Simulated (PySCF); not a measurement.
## Electronic structure of CH₄F₃P₃Si (SMILES FC(F)(F)p1[pH]p1[SiH3]) in real space

```xyz
12

F    -2.2445   -2.0664   -0.0051
C    -2.3293   -0.7297    0.0019
F    -2.5709   -0.3514   -1.2608
F    -3.4214   -0.4155    0.7116
P    -0.7929    0.0339    0.7782
P    -0.5723    1.6116   -0.6858
P     0.4954   -0.2990   -0.9279
Si    2.4697   -0.0486    0.1683
H     0.3726    2.2964    0.0956
H     2.3873    0.9529    1.2390
H     3.4190    0.3788   -0.8593
H     2.7885   -1.3639    0.7182
```

Geometry: GFN2-xTB.

The calculation used CAM-B3LYP/def2-SVPD, SCF density, gas phase (PySCF 2.14.0).

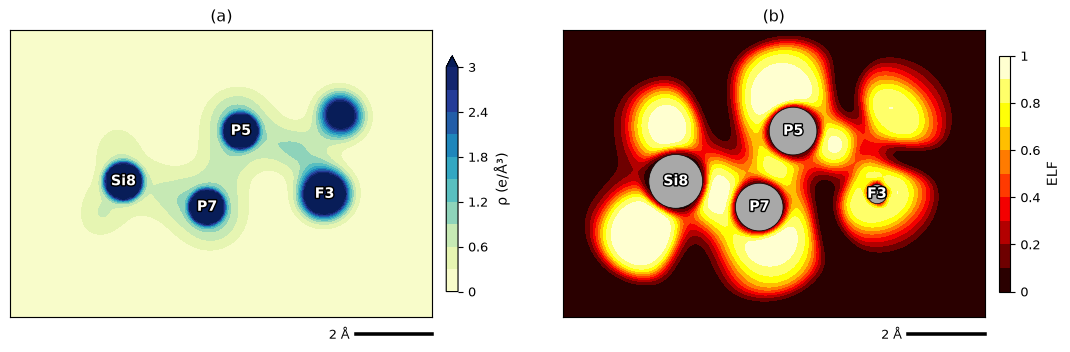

Figure 1. (a) total electron density; (b) electron localisation function on the plane of atoms P5, P7 and Si8. Grey discs cover the atomic cores in the ELF map.

**Read the bonding off the picture.**

- Atoms in the plane: F, P and Si.
- P–P (2.16 Å): ρ at the midpoint is about 0.81 e/Å³; the ELF peaks at about 0.85 between the atoms, as expected for a shared electron pair.
- Si–P (2.27 Å): the density is about 0.71 e/Å³ at the midpoint, with its minimum of 0.61 e/Å³ about 0.8 Å from Si; the ELF peaks at about 0.95 between the atoms (a shared electron pair).
- The ELF also peaks beside P7, F3, F4 and P5, away from the bonds: lone-pair regions.

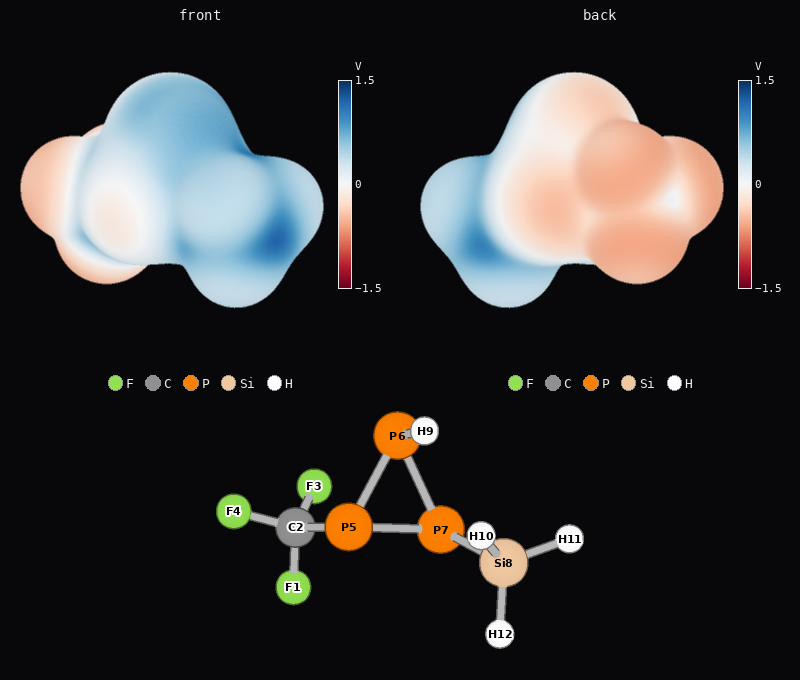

Figure 2. The molecular electrostatic potential painted on the density surface at 0.001 e/bohr³, seen from the front and from behind; red is negative and blue positive. The bare structure is drawn below in the same view.

**Which sites attract a positive test charge, and which a negative one?**

A positive charge is drawn to the negative regions and a negative charge to the positive ones. The most negative region (about −0.6 V, or −14 kcal/mol for a unit charge) lies over F1, F3 and F4, the most positive (about +1.1 V, or +25 kcal/mol for a unit charge) over Si8.
